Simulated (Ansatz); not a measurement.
**ZnS2 (Pa-3): G0W0 under other settings**

A base run on ZnS2 (Pa-3), then changed inputs.

Program: Ansatz 0.2.0. Level of theory: G0W0 on LDA, plane waves, PAW. Results are calculated unless marked as measured.

## (1) The starting structure

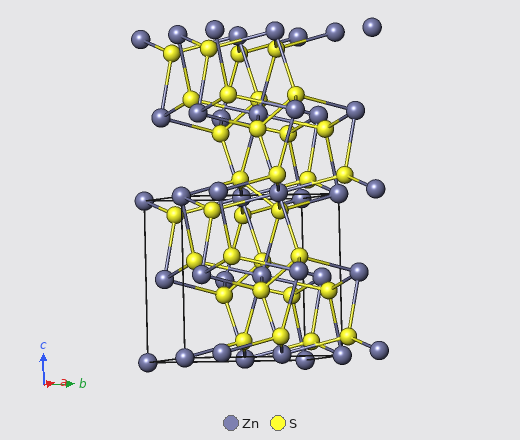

The cell as given, slightly off an axis (zinc blue, sulfur yellow). 2×1×2 cells are drawn. Bonds to atoms that aren't drawn are left out. Some periodic images of atoms are drawn too.

The cell and positions are those that the Materials Project relaxed with its own functionals (PBE, PBE+U or r2SCAN), kept fixed. The default PAW set here is soft_2. Its files were made with PBE.

## (2) The base run: 2×2×2 mesh, 158 empty bands, screening to 48 eV

G0W0 replaces the xc potential by the self-energy, built once from these orbitals. Only a window of levels is corrected, while the sums run over the empty bands that the input names.

The input, input.yaml:

```yaml
crystal:
  lattice:
    - [5.94543046, 0.0, 0.0]
    - [0.0, 5.94543046, 0.0]
    - [0.0, 0.0, 5.94543046]
  atoms:
    - { symbol: Zn, position: [0.5, 0.5, 0.0] }
    - { symbol: Zn, position: [0.5, 0.0, 0.5] }
    - { symbol: Zn, position: [0.0, 0.5, 0.5] }
    - { symbol: Zn, position: [0.0, 0.0, 0.0] }
    - { symbol: S, position: [0.10024639, 0.89975361, 0.39975361] }
    - { symbol: S, position: [0.89975361, 0.39975361, 0.10024639] }
    - { symbol: S, position: [0.39975361, 0.10024639, 0.89975361] }
    - { symbol: S, position: [0.60024639, 0.60024639, 0.60024639] }
    - { symbol: S, position: [0.89975361, 0.10024639, 0.60024639] }
    - { symbol: S, position: [0.10024639, 0.60024639, 0.89975361] }
    - { symbol: S, position: [0.60024639, 0.89975361, 0.10024639] }
    - { symbol: S, position: [0.39975361, 0.39975361, 0.39975361] }
kpoints:
  mp_grid: { grid: [2, 2, 2] }
hamiltonian:
  xc: lda
scf:
  occupations: { method: fixed }
gw:
  n_empty_bands: 158
  ecut_chi: 48
  qp_bands: [v4, c4]
  qp_kpoints: band_edges
  screening: { model: contour_deformation }
```

The run is started by

```
$ ansatz run input.yaml --threads 24 --pin off --max-ram 82944MiB --backend cuda --events-out ev --progress --plain --runs-dir out --devices 1 --max-vram 78GiB
```

Numbers of over 12 decimals in the logs are rounded to 6 here.

The program printed:

```text
GPUs: using 1 of 1 available (devices: 1).
Engine: ansatz 0.2.0, aarch64-unknown-linux-gnu
Pseudopotentials: kind: paw
Pseudopotential: Zn, paw, valence charge 12, recommended cutoff 420 eV (normal), Zn.paw.azcp
Pseudopotential: S, paw, valence charge 6, recommended cutoff 420 eV (normal), S.paw.azcp
Functional definition: SPW92
  exchange = slater_x
  correlation = pw_c
device memory: the entry about to start is reckoned to put 4.0 GiB on a device that reports 182.5 GiB free (of which the cap on the GPU budget leaves the run 78.0 GiB)
GPU FFT provider: cuFFT
GPU libraries: cuBLAS 13.8.1, cuFFT 12.4.0, cuSOLVER 12.3.2
GPU matrix products: emulated (plane waves: as basis.precision tells), large ones in fixed point in workspaces of 1.00 GiB
Crystal: 12 atoms, lattice volume = 210.160 Å³
Basis set: ecut = 420 eV, 4067 PW (Γ)
Bands: 60, of which v1, the nominal top of the filled ones, is band 48 counted from 1 (47 counted from 0)
Symmetry: 24 space group operations
Space group: Pa-3 (ITA 205), of the structure as read, at distance tolerance 5.9e-5 Å
k-points: 4 of 8
Non-local potential: Zn, projectors of the file, l = 0: 2, l = 1: 2, l = 2: 3, l = 3: 1
Non-local potential: S, projectors of the file, l = 0: 2, l = 1: 2, l = 2: 2
PAW form: soft (Blöchl's): semilocal exchange-correlation on the pseudo side does not see the compensation charge
PAW frozen core: Zn, regenerated for the run's functional, and the local potential with it (the file was generated under x = pbe(κ = 0.804, μ = 0.219515), c = pbe(β = 0.066725))
PAW frozen core: S, regenerated for the run's functional, and the local potential with it (the file was generated under x = pbe(κ = 0.804, μ = 0.219515), c = pbe(β = 0.066725))
PAW one-centre angular grid: Zn, 590 points (default); XC on 64 Gauss nodes
PAW one-centre angular grid: S, 110 points (default); XC on 64 Gauss nodes
Initial density: superposition of atomic densities (neutral atoms: chi_scale 0, normalization atom), corrected by the library's trained network
Initial wavefunctions: pseudopotential atomic-orbital guess
GPU buffer pool allocated for 64000 grid points (all kernels)
GPU transforms: local potential and band sums: pruned to the plane-wave sphere, on 40×40×40
Functional: x = slater, c = lda
SCF iter   1: F=—  HF=-19946.332267 eV  |F-HF|=—  |Δ(HF+E_count)|=         —  Δρ=6.79e-3  dr2=8.00e-2  ethr=1.77e-3  ⟨swp⟩=5.2  Hψ=939  notcnv=0  defer=34
preconditioner: auto → Resta (q_TF=auto, 2.394 Å⁻¹)  ε∞=7.1  [insulator: Δε(μ)=1.618 eV  Ē_g=10.195 eV  n_scr=56 (ndim 8)  ℏωp=25.1 eV  f_vac=0.000  ε∞_Penn≈7.1]
SCF iter   2: F=—  HF=-19946.312530 eV  |F-HF|=—  |Δ(HF+E_count)|=   1.97e-2  Δρ=3.30e-3  dr2=2.21e-2  ethr=8.33e-5  ⟨swp⟩=3.0  Hψ=464  notcnv=0  defer=36
[...]
NSCF: frozen V_eff on 4 k-points
G₀W₀ screening: q 1/4
[... further progress lines ...]
SCF converged after 7 iterations
Free energy (F): -19946.305837 eV
Harris-Foulkes:  -19946.305837 eV  (|F-HF|=1.80e-9)
Internal energy: -19946.305837 eV  (E = F + TS)
E sigma→0 (E₀):  -19946.305837 eV
Fermi energy:    7.937155 eV
--- Per-component energies (eV) ---
  E_band       = 116.685207
  E_kinetic    = 1383.925104
  E_local      = -8192.238953  (includes V_loc(G=0)·N_el)
  E_nonlocal   = 2712.152437
  E_hartree    = 3389.050882
  E_xc         = -1309.804059
  E_vxc        = -913.452817  (∫ρ·V_xc dr)
  E_paw        = -11584.323699  (= ΣΔE_a)
  E_vpaw       = -1651.799791  (= ΣTr[D̂ρ^β])
  E_aug_tail   = -0.001438  (compensation charges beyond the density's cutoff)
  E_ewald      = -6352.520257
  E_core_change = 7.454146  (= ΣΔE_core)
  E_smearing   = -0.000000  (= −TS)
  E_closure    = 0.000000  (closes the sum)
  Σ components = -19946.305837   (vs F -19946.305837, Δ=0.00e0)
--- Band table (eV) ---
  k-point 0: bands = [... 44 lower, 7.2139, 7.2139, 7.9372, 7.9372, 9.5717, 10.0776, 10.7091, 10.7091, ... 8 higher]
  k-point 1: bands = [... 44 lower, 6.1030, 6.1030, 7.7150, 7.7150, 9.7446, 9.7446, 9.8002, 9.8002, ... 8 higher]
  k-point 2: bands = [... 44 lower, 6.2640, 6.2640, 6.2640, 6.2640, 9.6002, 9.6002, 9.6002, 9.6002, ... 8 higher]
  k-point 3: bands = [... 44 lower, 5.5703, 5.5703, 5.5703, 5.5703, 9.7672, 9.7672, 9.7672, 9.7672, ... 8 higher]
--- G₀W₀: contour deformation, 6 samples at zero and on the imaginary axis and 1 off it, 8 q-points, 158 empty bands' worth ---
  eigenvalues of the whole cell's RPA ε∞ on this k-mesh (on a slab, of 1 + 4πα/V) = 9.7222, 9.7222, 9.7222; static W/v taken at q = 0 is 0.102857
  bands read: the sum over 206 bands ends inside a degenerate multiplet in 3 slots, whose members it reads at an even weight; the widest, k=2: bands 205 to 208 (counted from 1) at 2/4 each
  gw.qp_kpoints: band_edges: 4 of 4 stored k-points solved, in 1 pass; an edge of the gap read off the rows below is read off those points alone
    ik  band        ε_KS         Σx   Σc(E_QP)       V_xc       Z   E_QP_lin       E_QP  E_QP is
     0    45      7.2139   -21.1991     2.7269   -18.3129  0.7594     7.0542     7.0546  root
     0    46      7.2139   -21.1991     2.7269   -18.3129  0.7594     7.0542     7.0546  root
     0    47      7.9372   -21.7102     2.6839   -18.9695  0.7629     7.8804     7.8804  root
     0    48      7.9372   -21.7102     2.6839   -18.9695  0.7629     7.8804     7.8804  root
     0    49      9.5717    -8.6448    -4.1888   -13.8342  0.7624    10.5950    10.5723  root
     0    50     10.0776   -10.7043    -4.1965   -16.1628  0.7762    11.3772    11.3396  root
     0    51     10.7091   -10.2869    -4.5574   -15.9788  0.7365    11.8651    11.8436  root
     0    52     10.7091   -10.2869    -4.5574   -15.9788  0.7365    11.8651    11.8436  root
[...]
3    49      9.7672    -9.5993    -3.9799   -14.6200  0.7746    10.8304    10.8080  root
     3    50      9.7672    -9.5993    -3.9799   -14.6200  0.7746    10.8304    10.8080  root
     3    51      9.7672    -9.5993    -3.9799   -14.6200  0.7746    10.8304    10.8080  root
     3    52      9.7672    -9.5993    -3.9799   -14.6200  0.7746    10.8304    10.8080  root
```

It took 1.6 s on 1 × NVIDIA GB200 (shared by 2 runs) with 24 threads of Arm Neoverse V2, shared host; peak memory 1.2 GiB.

This step gave:

```
bands summed                                 : 206
RPA ε∞ on this mesh (eigenvalues)            : 9.722, 9.722, 9.722
plane waves in the screening matrix          : 171
q-points in the mesh                         : 8
G0W0 gap on the mesh                         : 2.692 eV
k of the valence top                         : 0, 0, 0
k of the conduction bottom                   : 0, 0, 0
starting gap on the mesh                     : 1.635 eV
Z at the valence top                         : 0.7629
Z at the conduction bottom                   : 0.7624
least direct G0W0 gap on the computed points : 2.692 eV
```

The gap on the mesh goes from 1.63 eV to 2.69 eV, a correction of +1.06 eV. Between the two edge states, bare exchange in place of the xc potential would open the gap by 7.93 eV, and correlation takes back 6.87 eV.

## (3) Variant: no symmetry

input.yaml, as its differences from that of step 2:

```diff
@@ -18,2 +18,3 @@
     - { symbol: S, position: [0.39975361, 0.39975361, 0.39975361] }
+  symmetry: { detect: false }
 kpoints:
@@ -25,4 +26,4 @@
 gw:
-  n_empty_bands: 158
-  ecut_chi: 48
+  n_empty_bands: 221
+  ecut_chi: 60
   qp_bands: [v4, c4]
```

The program printed:

```text
GPUs: using 1 of 1 available (devices: 1).
[...]
Crystal: 12 atoms, lattice volume = 210.160 Å³
Basis set: ecut = 420 eV, 4067 PW (Γ)
Bands: 60, of which v1, the nominal top of the filled ones, is band 48 counted from 1 (47 counted from 0)
Symmetry: 1 space group operations
k-points: 8
[...]
SCF iter   1: F=—  HF=-19946.332132 eV  |F-HF|=—  |Δ(HF+E_count)|=         —  Δρ=6.79e-3  dr2=8.00e-2  ethr=1.77e-3  ⟨swp⟩=5.4  Hψ=1805  notcnv=0  defer=66
[...]
SCF iter   7: F=-19946.305837 eV  HF=-19946.305837 eV  |F-HF|=2.07e-8  |Δ(HF+E_count)|=   2.07e-7  Δρ=3.95e-6  dr2=3.63e-8  ethr=1.04e-10  ⟨swp⟩=13.0  Hψ=2177  notcnv=0
SCF 1 converged in 7 iterations: F = -19946.305837 eV  dr2 = 3.63e-8
[...]
NSCF: frozen V_eff on 8 k-points
[...]
G₀W₀ screening: q 1/8
[... further progress lines ...]
SCF converged after 7 iterations
Free energy (F): -19946.305837 eV
[...]
Internal energy: -19946.305837 eV  (E = F + TS)
E sigma→0 (E₀):  -19946.305837 eV
Fermi energy:    7.937157 eV
[...]
0    52     10.7091   -10.2869    -4.6710   -15.9788  0.7344    11.7449    11.7300  root
     1    45      6.1030   -20.5287     2.8731   -17.4775  0.7516     5.9253     5.9250  root
     1    46      6.1030   -20.5287     2.8731   -17.4775  0.7516     5.9253     5.9250  root
     1    47      7.7150   -20.9845     2.5080   -18.3555  0.7594     7.5938     7.5941  root
     1    48      7.7150   -20.9845     2.5080   -18.3555  0.7594     7.5938     7.5941  root
     1    49      9.7446   -10.1632    -4.1721   -15.2373  0.7647    10.6637    10.6465  root
     1    50      9.7446   -10.1632    -4.1721   -15.2373  0.7647    10.6637    10.6465  root
     1    51      9.8002    -9.7946    -4.1816   -14.8514  0.7631    10.6922    10.6754  root
[...]
7    49      9.7672    -9.5993    -4.1024   -14.6200  0.7730    10.7018    10.6854  root
     7    50      9.7672    -9.5993    -4.1024   -14.6200  0.7730    10.7018    10.6854  root
     7    51      9.7672    -9.5993    -4.1024   -14.6200  0.7730    10.7018    10.6854  root
     7    52      9.7672    -9.5993    -4.1024   -14.6200  0.7730    10.7018    10.6854  root
```

Run time: 2.3 s. Hardware: 1 × NVIDIA GB200 (shared by 2 runs) with 24 threads; peak memory 1.4 GiB; 7.3 s of CPU time.

The G0W0 gap on the mesh is 2.676 eV.

Against the base:

```tsv
setting	base	variant
empty bands	158	221
screening cutoff (eV)	48	60
symmetry detection	-	false
```

```tsv
quantity	variant	base
starting gap on the mesh	1.634	1.635
G0W0 gap on the mesh	2.676	2.692
least direct G0W0 gap on the computed points	2.676	2.692
Z at the valence top	0.760	0.763
Z at the conduction bottom	0.761	0.762
```

## (4) Results

```yaml
base: 2.69 eV, 1.6 s
no_symmetry: 2.68 eV, 2.3 s
```

In words: No symmetry: the gap moves by −0.02 eV. The variant differs from the base in empty bands, screening cutoff and symmetry detection together, so the change can't be laid to one of them. Symmetry itself changes the cost, not the physics. All runs here use a coarse mesh and modest cutoffs; they test settings and are not final values. The 2×2×2 mesh is coarse for this cell (its supercell is 12 Å along the shortest edge). The RPA ε∞ on it, from the LDA start, is 9.72; such meshes misread the long-range screening, most where the gap is narrow.

[Paths, hosts, dates, memory and timing lines, banners, echoed tables and standing remarks are left out of the program output.]

[Logs are printed without paths, hosts, clocks, repeated set-up lines and the standing remarks that a program may print on its own settings, such as how far it seeks lower states.]

[Runs of the session that timed out or met a known fault of the program may be left out.]

[Cells called generated may have been cut or substituted from an entry of the Crystallography Open Database or the Materials Project.]

[Hosts, paths, dates, database ids (printed as entryN), source tags and the programs' standing remarks are cut or masked in the printed files.]
